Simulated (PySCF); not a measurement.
# One shape, several levels: C4H3F3 (SMILES FCC#CC(F)F)

Wanted: a comparison of 6 runs (HF/STO-3G, HF/3-21G, HF/def2-SVP, B3LYP/6-31G*, TPSSh/def2-SVP) of C4H3F3. Input form: a Python script.

The calculation is run with PySCF 2.14.0.

### Step 1. The molecule

C4H3F3 has 10 atoms, charge 0, and is taken as a singlet. SMILES: `FCC#CC(F)F`. The coordinates come from a PBE0-D4/def2-TZVP relaxation.

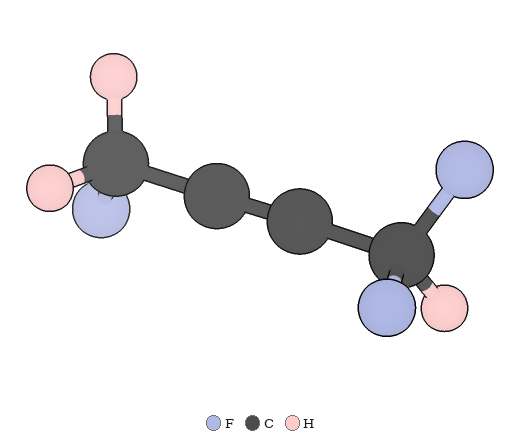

The structure, seen from a chosen angle (fluorine light blue, carbon dark grey, hydrogen pink).

### Step 2. Energy and forces at HF/STO-3G (run 1)

File run.py:

```python
# FCC#CC(F)F
import pyscf.grad
from pyscf import gto, scf

mol = gto.Mole()
mol.atom = '''
F     -5.388743    -0.305947     0.315584
C     -3.480309     1.215283     1.222653
C     -1.024232     0.351678     0.362260
C      1.031413    -0.317663    -0.319364
C      3.471238    -1.224920    -1.211881
F      4.676883     0.589784    -2.558878
F      4.984342    -1.848530     0.758347
H     -3.556843     1.190150     3.289257
H     -3.822349     3.146583     0.566918
H      3.265636    -2.892982    -2.418849
'''
mol.spin = 0
mol.basis = 'sto-3g'
mol.unit = 'bohr'
mol.max_memory = 1860
mol.verbose = 4
mol.build()

hf = scf.RHF(mol)
hf.conv_tol = 1e-10
hf.kernel()
if not hf.converged:
    hf = hf.newton().run(hf.mo_coeff, hf.mo_occ)

etot = hf.e_tot
print(f'total energy: {etot:.8f} hartree')
grad = hf.Gradients().kernel()
hf.analyze()
```

Started as:

```sh
OMP_NUM_THREADS=1 python run.py
```

The program printed:

```text
PySCF version 2.14.0

[... 83 lines left out ...]
Two-electron Energy =                  443.497211758831725
[... 9 lines left out ...]
MO #6   energy= -11.0289044785266  occ= 2
[... 7 lines left out ...]
MO #14  energy= -0.712045278328885 occ= 2
[... 7 lines left out ...]
MO #22  energy= -0.461511079208891 occ= 2
[... 7 lines left out ...]
MO #30  energy= 0.551107726044923  occ= 0
[... 7 lines left out ...]
MO #38  energy= 1.46255914759055   occ= 0
[... 51 lines left out ...]
Dipole moment(X, Y, Z, Debye): -0.68125,  0.27745,  0.25140
```

Wall time 5.7 s (1 thread of Intel Xeon at 2.50GHz (Skylake/Cascade Lake), shared host); peak memory 0.12 GiB.

### Step 3. Energy and gradient at HF/3-21G (run 2)

File mol.xyz:

```xyz
10

F     -2.851600    -0.161900     0.167000
C     -1.841700     0.643100     0.647000
C     -0.542000     0.186100     0.191700
C      0.545800    -0.168100    -0.169000
C      1.836900    -0.648200    -0.641300
F      2.474900     0.312100    -1.354100
F      2.637600    -0.978200     0.401300
H     -1.882200     0.629800     1.740600
H     -2.022700     1.665100     0.300000
H      1.728100    -1.530900    -1.280000
```

File calc.py:

```python
# FCC#CC(F)F
import pyscf.grad
from pyscf import gto

mol = gto.Mole()
mol.atom = 'mol.xyz'
mol.verbose = 4
mol.basis = '3-21g'
mol.max_memory = 1860
mol.build()

hf = mol.RHF()
hf.conv_tol = 1e-10
hf.kernel()
if not hf.converged:
    hf = hf.newton().run(hf.mo_coeff, hf.mo_occ)

etot = hf.e_tot
print('Final energy', etot)
grad = hf.Gradients().kernel()
hf.analyze()
```

Started as:

```sh
OMP_NUM_THREADS=1 python calc.py
```

The program printed:

```text
PySCF version 2.14.0

[... 88 lines left out ...]
Two-electron Coulomb Energy =          491.872289141953672
[... 15 lines left out ...]
MO #13  energy= -0.95750693529711  occ= 2
[... 13 lines left out ...]
MO #27  energy= -0.430903107782007 occ= 2
[... 13 lines left out ...]
MO #41  energy= 0.913127248141546  occ= 0
[... 13 lines left out ...]
MO #55  energy= 2.07951128095388   occ= 0
[... 13 lines left out ...]
MO #69  energy= 4.46388503175783   occ= 0
[... 82 lines left out ...]
Dipole moment(X, Y, Z, Debye): -1.15599,  0.53164,  0.46845
```

Wall time 5.4 s (1 thread of Intel Xeon at 2.50GHz (Skylake/Cascade Lake), shared host); peak memory 0.14 GiB.

Runs 3 to 4 aren't shown in full; the table further down has their settings and results.

### Step 4. Energy and forces at B3LYP/6-31G(d) (Cartesian functions) (run 5)

File run.py:

```python
import pyscf.grad
from pyscf import gto, dft

mol = gto.M(
    atom='''
F       -2.851600      -0.161900       0.167000
C       -1.841700       0.643100       0.647000
C       -0.542000       0.186100       0.191700
C        0.545800      -0.168100      -0.169000
C        1.836900      -0.648200      -0.641300
F        2.474900       0.312100      -1.354100
F        2.637600      -0.978200       0.401300
H       -1.882200       0.629800       1.740600
H       -2.022700       1.665100       0.300000
H        1.728100      -1.530900      -1.280000
''',
    charge=0,
    cart=True,
    max_memory=1860,
    basis='6-31g*',
    verbose=4,
)

mf = dft.RKS(mol, xc='b3lyp')
mf.conv_tol = 1e-10
mf.grids.level = 5
mf.kernel()
if not mf.converged:
    mf = mf.newton().run(mf.mo_coeff, mf.mo_occ)

e_final = mf.e_tot
print('Final energy', e_final)
grad = mf.Gradients().kernel()
mf.analyze()
```

Started as:

```sh
OMP_NUM_THREADS=1 python run.py
```

The program printed:

```text
PySCF version 2.14.0

[... 109 lines left out ...]
MO #6   energy= -10.2187827153817  occ= 2
[... 20 lines left out ...]
MO #27  energy= -0.295418278995353 occ= 2
[... 20 lines left out ...]
MO #48  energy= 0.763196176066978  occ= 0
[... 20 lines left out ...]
MO #69  energy= 1.49116685944891   occ= 0
[... 20 lines left out ...]
MO #90  energy= 2.21278671304548   occ= 0
[... 20 lines left out ...]
MO #111 energy= 4.81883139394938   occ= 0
[... 124 lines left out ...]
Dipole moment(X, Y, Z, Debye): -0.86015,  0.45769,  0.39423
```

Wall time 84 s (1 thread of Intel Xeon at 2.50GHz (Skylake/Cascade Lake), shared host); peak memory 1.1 GiB.

### Step 5. Energy and forces at TPSSh/def2-SVP (run 6)

File run.py:

```python
from pyscf import gto, dft

mol = gto.Mole()
mol.atom = [
    ('F', (-2.851600, -0.161900, 0.167000)),
    ('C', (-1.841700, 0.643100, 0.647000)),
    ('C', (-0.542000, 0.186100, 0.191700)),
    ('C', (0.545800, -0.168100, -0.169000)),
    ('C', (1.836900, -0.648200, -0.641300)),
    ('F', (2.474900, 0.312100, -1.354100)),
    ('F', (2.637600, -0.978200, 0.401300)),
    ('H', (-1.882200, 0.629800, 1.740600)),
    ('H', (-2.022700, 1.665100, 0.300000)),
    ('H', (1.728100, -1.530900, -1.280000)),
]
mol.max_memory = 1860
mol.verbose = 3
mol.basis = 'def2-svp'
mol.spin = 0
mol.charge = 0
mol.build()

mf = dft.RKS(mol)
mf.xc = 'tpssh'
mf.conv_tol = 1e-10
mf.grids.level = 5
mf.kernel()
if not mf.converged:
    mf = mf.newton().run(mf.mo_coeff, mf.mo_occ)

e_tot = mf.e_tot
print('Final energy', e_tot)
grad = mf.nuc_grad_method().kernel()
dip = mf.dip_moment()
pop, q = mf.mulliken_pop()
```

Started as:

```sh
OMP_NUM_THREADS=1 python run.py
```

The program printed:

```text
converged SCF energy = -453.323974707407
Final energy -453.32397470740653
[... 8 lines left out ...]
Dipole moment(X, Y, Z, Debye): -0.93226,  0.46352,  0.40401
[... 124 lines left out ...]
charge of    9H =      0.04218
```

It took 1.9 min on 1 thread of Intel Xeon at 2.50GHz (Skylake/Cascade Lake), shared host; peak memory 1.2 GiB.

### Step 6. All runs side by side

| run | level | integration grid | Cartesian functions | energy (Eh) | dipole moment (D) | HOMO energy (eV) | LUMO energy (eV) | wall time |
| --- | --- | --- | --- | --- | --- | --- | --- | --- |
| 1 | HF/STO-3G | – | no | -445.376866 | 0.78 | -9.49 | 8.88 | 5.7 s |
| 2 | HF/3-21G | – | no | -448.991974 | 1.36 | -11.73 | 3.98 | 5.4 s |
| 3 | HF/def2-SVP | – | no | -451.096087 | 1.26 | -11.70 | 3.63 | 27 s |
| 4 | B3LYP/6-31G* (spherical functions) | 5 | no | -453.647829 | 1.05 | -8.03 | -0.22 | 78 s |
| 5 | B3LYP/6-31G* (Cartesian functions) | 5 | yes | -453.654088 | 1.05 | -8.04 | -0.23 | 84 s |
| 6 | TPSSh/def2-SVP | 5 | no | -453.323975 | 1.12 | -7.84 | -0.76 | 1.9 min |

### Step 7. Results

```
                       quantity          value
            run 6: total energy  -453.32397 Eh
           run 6: dipole moment         1.12 D
             run 6: HOMO energy       -7.84 eV
             run 6: LUMO energy       -0.76 eV
           run 6: HOMO–LUMO gap        7.08 eV
run 6: largest force on an atom     1.120 eV/Å
```

In words: The dipole moment (its size) runs from 0.78 D (HF/STO-3G) to 1.36 D (HF/3-21G). The HOMO–LUMO gap runs from 7.08 eV (TPSSh/def2-SVP) to 18.37 eV (HF/STO-3G). The two ends differ in method and basis. Totals of different functionals can't be ranked against each other. In run 1 the basis is minimal, so the values are rough. All runs together took 5.3 min, the longest 1.9 min.
